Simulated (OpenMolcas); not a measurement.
**SiS: excited-state calculation (part 3 of 4)**

SiS (silylene, thioxo-), SMILES [Si-]#[S+]; NEVPT2/ANO-R1, sfX2C (OpenMolcas 26.06). 

Geometry of the input (Å):
```
Si 0.0000  0.0000  0.0000
S  0.0000  0.0000  1.9293
```

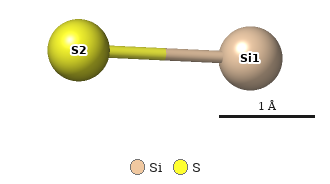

**Figure 1.** The input geometry (ball-and-stick view, seen at a tilt; atoms are numbered from 1 in the order of the input).

## Output, continued
```
--------------------------------------------------------------------------------------------------------------
 Report on small energy denominators, large coefficients, and large energy contributions.
CASE  SYMM ACTIVE-MIX  NON-ACTIVE INDICES          DENOMINATOR     RHS VALUE       COEFFICIENT     CONTRIBUTION
VJTU     1  Mu1.0002  In1.012                       0.78640052      0.03226332     -0.04102657     -0.00132365
VJTIP    1  Mu1.0001  In1.012 In1.012               1.55903810      0.04208550     -0.02699453     -0.00113608
VJTIP    1  Mu1.0001  In1.013 In1.013               1.17611016      0.06005943     -0.05106616     -0.00306700
ATVX     1  Mu1.0002  Se1.021                       0.98702466      0.02618525     -0.02652948     -0.00069468
ATVX     1  Mu1.0001  Se1.022                       0.78901606      0.01976443     -0.02504947     -0.00049509
AIVX     1  Mu1.0001  In1.014 Se1.017               0.42372426     -0.01550849      0.03660042     -0.00056762
AIVX     1  Mu1.0002  In1.013 Se1.019               0.76578532      0.05335294     -0.06967088     -0.00371715
AIVX     1  Mu1.0003  In1.013 Se1.019               0.82249193     -0.03576175      0.04347976     -0.00155491
AIVX     1  Mu1.0002  In1.012 Se1.021               1.10895514      0.07084760     -0.06388681     -0.00452623
AIVX     1  Mu1.0001  In1.013 Se1.026               1.03927489      0.03288029     -0.03163773     -0.00104026
AIVX     1  Mu1.0002  In1.013 Se1.027               1.17808579     -0.03092847      0.02625315     -0.00081197
AIVX     1  Mu1.0002  In1.013 Se1.032               1.52599915     -0.04333088      0.02839509     -0.00123038
VJAIP    1  Mu1.0001  Se1.019 In1.013 In1.012       1.26060976     -0.03345684      0.02654021     -0.00088795
VJAIP    1  Mu1.0001  Se1.022 In1.013 In1.012       1.40082575     -0.03677029      0.02624901     -0.00096518
VJAIP    1  Mu1.0001  Se1.026 In1.013 In1.013       1.46467023     -0.03714659      0.02536174     -0.00094210
VJAIP    1  Mu1.0001  Se1.017 In1.014 In1.013       0.84911961      0.04870587     -0.05736043     -0.00279379
VJAIM    1  Mu1.0001  Se1.019 In1.013 In1.012       1.26060976      0.03562450     -0.02825974     -0.00100674
VJAIM    1  Mu1.0001  Se1.017 In1.014 In1.013       0.84911961      0.06324604     -0.07448426     -0.00471083
BVATP    1  Mu1.0001  Se1.017 Se1.017               1.19628594     -0.03088161      0.02581458     -0.00079720
BVATP    1  Mu1.0001  Se1.019 Se1.019               1.63989713     -0.05034641      0.03070095     -0.00154568
BJATP    1  Mu1.0001  In1.012 Se1.017 Se1.017       1.04040330      0.03624955     -0.03484182     -0.00126300
BJATP    1  Mu1.0001  In1.012 Se1.020 Se1.017       1.41445880      0.04981955     -0.03522163     -0.00175473
BJATM    1  Mu1.0001  In1.014 Se1.019 Se1.017       1.07252433      0.05221365     -0.04868295     -0.00254191
BJATM    1  Mu1.0001  In1.014 Se1.024 Se1.020       1.60301969     -0.04720083      0.02944495     -0.00138983
BJATM    1  Mu1.0001  In1.013 Se1.024 Se1.021       1.60069623     -0.04789365      0.02992051     -0.00143300
BJAIP    1  Se1.017 In1.012 Se1.017 In1.012         1.22681765      0.04726931     -0.03853002     -0.00182129
BJAIP    1  Se1.019 In1.012 Se1.019 In1.012         1.67042883      0.04469012     -0.02675368     -0.00119562
BJAIP    1  Se1.021 In1.013 Se1.021 In1.013         1.59091262      0.04092175     -0.02572219     -0.00105260
BJAIP    1  Se1.017 In1.014 Se1.017 In1.014         0.84744853      0.04940580     -0.05829947     -0.00288033
BJAIP    1  Se1.017 In1.014 Se1.020 In1.014         1.22150403     -0.03286393      0.02690448     -0.00088419
BJAIP    1  Se1.020 In1.014 Se1.020 In1.014         1.59555953      0.04278479     -0.02681492     -0.00114727
BJAIP    1  Se1.025 In1.014 Se1.025 In1.014         2.08492201      0.05400643     -0.02590333     -0.00139895
BJAIM    1  Se1.019 In1.012 Se1.020 In1.013         1.63067072      0.04373161     -0.02681817     -0.00117280
BJAIM    1  Se1.017 In1.012 Se1.018 In1.014         1.25893868      0.03260393     -0.02589795     -0.00084437
BJAIM    1  Se1.019 In1.012 Se1.019 In1.014         1.63299418      0.04631258     -0.02836053     -0.00131345
BJAIM    1  Se1.020 In1.013 Se1.020 In1.014         1.59323607     -0.04339762      0.02723866     -0.00118209
BJAIM    1  Se1.022 In1.013 Se1.022 In1.014         1.57002811     -0.04651418      0.02962633     -0.00137804
BJAIM    1  Se1.025 In1.013 Se1.025 In1.014         2.08173589      0.05695893     -0.02736127     -0.00155847
BJAIM    1  Se1.028 In1.013 Se1.028 In1.014         2.18757074      0.10291544     -0.04704554     -0.00484171
--

   (Skipping property calculation,
    use PROP keyword to activate)
--

++ NEVPT2 computation for group   2

********************************************************************************
 Multi-State initialization phase begins for group   2
--------------------------------------------------------------------------------
********************************************************************************
 Compute H0 matrices for state    2
--------------------------------------------------------------------------------
--------------------------------------------------------------------------------
 H0 matrices have been computed.

********************************************************************************
  NEVPT2 EQUATION SOLUTION
--------------------------------------------------------------------------------

  Total nr of NEVPT2 parameters:
   Before reduction:       19691
   After  reduction:       18492

 Variance of |WF0>:       0.6015673153
-----------------------------------------------------------------------------------------------------------------------------

  FINAL PC-NEVPT2 RESULT:

      Reference energy:        -688.0068278544
      E2 (Non-variational):      -0.2346068958
      E2 (Variational):          -0.2346068958
      Total energy:            -688.2414347502
      Residual norm:              0.0000000000
      Reference weight:           0.87318

      Contributions to the PC-NEVPT2 correlation energy
      Active & Virtual Only:         -0.0068288744
      One Inactive Excited:          -0.0750254669
      Two Inactive Excited:          -0.1527525544

  FINAL SC-NEVPT2 RESULT:

      Reference energy:        -688.0068278544
      E2 (Non-variational):      -0.2344966116
      E2 (Variational):          -0.2344966116
      Total energy:            -688.2413244660
      Residual norm:              0.0000000000
      Reference weight:           0.87351

      Contributions to the SC-NEVPT2 correlation energy
      Active & Virtual only:         -0.0068288741
      One Inactive Excited:          -0.0749151873
      Two Inactive Excited:          -0.1527525503

++ Denominators, etc.
--------------------------------------------------------------------------------------------------------------
 Report on small energy denominators, large coefficients, and large energy contributions.
CASE  SYMM ACTIVE-MIX  NON-ACTIVE INDICES          DENOMINATOR     RHS VALUE       COEFFICIENT     CONTRIBUTION
VJTU     1  Mu1.0001  In1.012                       0.43485122      0.02362224     -0.05432259     -0.00128322
VJTU     1  Mu1.0001  In1.013                       0.27792487      0.00000024     -0.00000087     -0.00000000
VJTU     1  Mu1.0001  In1.014                       0.27196560     -0.00000339      0.00001245     -0.00000000
VJTIP    1  Mu1.0001  In1.013 In1.012               1.21685047      0.06417757     -0.05274072     -0.00338477
ATVX     1  Mu1.0001  Se1.017                       0.24540281     -0.00000002      0.00000010     -0.00000000
ATVX     1  Mu1.0002  Se1.024                       0.80111932      0.02202948     -0.02749838     -0.00060578
AIVX     1  Mu1.0001  In1.013 Se1.017               0.27162420     -0.00000096      0.00000354     -0.00000000
AIVX     1  Mu1.0001  In1.014 Se1.017               0.26566493     -0.00000031      0.00000116     -0.00000000
AIVX     1  Mu1.0002  In1.012 Se1.018               0.63616001      0.03481188     -0.05472190     -0.00190497
AIVX     1  Mu1.0002  In1.012 Se1.019               0.77111403      0.09378631     -0.12162444     -0.01140671
AIVX     1  Mu1.0004  In1.013 Se1.019               0.85270007      0.03709925     -0.04350797     -0.00161411
AIVX     1  Mu1.0001  In1.012 Se1.021               0.79206390      0.02272554     -0.02869155     -0.00065203
AIVX     1  Mu1.0002  In1.013 Se1.021               0.75717242     -0.03293209      0.04349352     -0.00143233
AIVX     1  Mu1.0002  In1.011 Se1.024               1.30917429     -0.04761309      0.03636880     -0.00173163
AIVX     1  Mu1.0002  In1.012 Se1.024               0.91978320     -0.04881623      0.05307363     -0.00259085
AIVX     1  Mu1.0002  In1.012 Se1.027               1.17789761     -0.03549826      0.03013696     -0.00106981
AIVX     1  Mu1.0002  In1.012 Se1.028               1.19734335     -0.03350248      0.02798068     -0.00093742
VJAIP    1  Mu1.0001  Se1.017 In1.014 In1.012       0.87925763      0.04050671     -0.04606921     -0.00186611
VJAIP    1  Mu1.0002  Se1.017 In1.014 In1.013       0.89187249      0.03489176     -0.03912191     -0.00136503
VJAIM    1  Mu1.0001  Se1.017 In1.014 In1.012       0.87925763      0.05121010     -0.05824243     -0.00298260
VJAIM    1  Mu1.0002  Se1.017 In1.014 In1.013       0.89187249      0.04532807     -0.05082348     -0.00230373
BVATP    1  Mu1.0001  Se1.023 Se1.017               1.37797289      0.03806124     -0.02762119     -0.00105130
BJATP    1  Mu1.0002  In1.012 Se1.020 Se1.017       1.40193985      0.03610438     -0.02575316     -0.00092980
BJATP    1  Mu1.0001  In1.012 Se1.023 Se1.017       1.21882405      0.03328150     -0.02730624     -0.00090879
BJATM    1  Mu1.0002  In1.014 Se1.019 Se1.017       1.09685657      0.03753905     -0.03422421     -0.00128474
BJATM    1  Mu1.0001  In1.014 Se1.021 Se1.017       1.05332258      0.02835109     -0.02691587     -0.00076309
BJATM    1  Mu1.0002  In1.013 Se1.024 Se1.021       1.61499836     -0.04077254      0.02524618     -0.00102935
BJAIP    1  Se1.017 In1.012 Se1.017 In1.012         1.21458407      0.04789563     -0.03943377     -0.00188871
BJAIP    1  Se1.019 In1.012 Se1.019 In1.012         1.65564129      0.04536781     -0.02740195     -0.00124317
BJAIP    1  Se1.021 In1.013 Se1.021 In1.013         1.62775807      0.04191600     -0.02575076     -0.00107937
BJAIP    1  Se1.017 In1.012 Se1.022 In1.014         1.41563955      0.03573870     -0.02524562     -0.00090225
BJAIP    1  Se1.017 In1.014 Se1.017 In1.014         0.88881283      0.05039648     -0.05670089     -0.00285753
BJAIP    1  Se1.017 In1.014 Se1.020 In1.014         1.25153911     -0.03246756      0.02594211     -0.00084228
BJAIP    1  Se1.020 In1.014 Se1.020 In1.014         1.61426539      0.04300671     -0.02664166     -0.00114577
BJAIP    1  Se1.025 In1.014 Se1.025 In1.014         2.08889116      0.05429365     -0.02599161     -0.00141118
BJAIM    1  Se1.019 In1.012 Se1.020 In1.013         1.64169968      0.04499597     -0.02740816     -0.00123326
BJAIM    1  Se1.017 In1.012 Se1.018 In1.014         1.27222706      0.03410022     -0.02680356     -0.00091401
BJAIM    1  Se1.019 In1.012 Se1.019 In1.014         1.63495334      0.04687577     -0.02867102     -0.00134398
BJAIM    1  Se1.017 In1.012 Se1.021 In1.014         1.41563955      0.03606324     -0.02547487     -0.00091871
BJAIM    1  Se1.020 In1.013 Se1.020 In1.014         1.62101173     -0.04403044      0.02716232     -0.00119597
BJAIM    1  Se1.025 In1.013 Se1.025 In1.014         2.09723131      0.05742898     -0.02738324     -0.00157259
BJAIM    1  Se1.028 In1.013 Se1.028 In1.014         2.18829438      0.10038371     -0.04587304     -0.00460491
--

   (Skipping property calculation,
    use PROP keyword to activate)
--

++ NEVPT2 computation for group   3

********************************************************************************
 Multi-State initialization phase begins for group   3
--------------------------------------------------------------------------------
********************************************************************************
 Compute H0 matrices for state    3
--------------------------------------------------------------------------------
--------------------------------------------------------------------------------
 H0 matrices have been computed.

********************************************************************************
  NEVPT2 EQUATION SOLUTION
--------------------------------------------------------------------------------

  Total nr of NEVPT2 parameters:
   Before reduction:       19691
   After  reduction:       18282

 Variance of |WF0>:       0.5978015296
-----------------------------------------------------------------------------------------------------------------------------

  FINAL PC-NEVPT2 RESULT:

      Reference energy:        -687.8250220853
      E2 (Non-variational):      -0.2372728311
      E2 (Variational):          -0.2372728311
      Total energy:            -688.0622949164
      Residual norm:              0.0000000000
      Reference weight:           0.86657

      Contributions to the PC-NEVPT2 correlation energy
      Active & Virtual Only:         -0.0134731373
      One Inactive Excited:          -0.0613305129
      Two Inactive Excited:          -0.1624691808

  FINAL SC-NEVPT2 RESULT:

      Reference energy:        -687.8250220853
      E2 (Non-variational):      -0.2372143273
      E2 (Variational):          -0.2372143273
      Total energy:            -688.0622364125
      Residual norm:              0.0000000000
      Reference weight:           0.86702

      Contributions to the SC-NEVPT2 correlation energy
      Active & Virtual only:         -0.0134731373
      One Inactive Excited:          -0.0612720095
      Two Inactive Excited:          -0.1624691805

++ Denominators, etc.
```
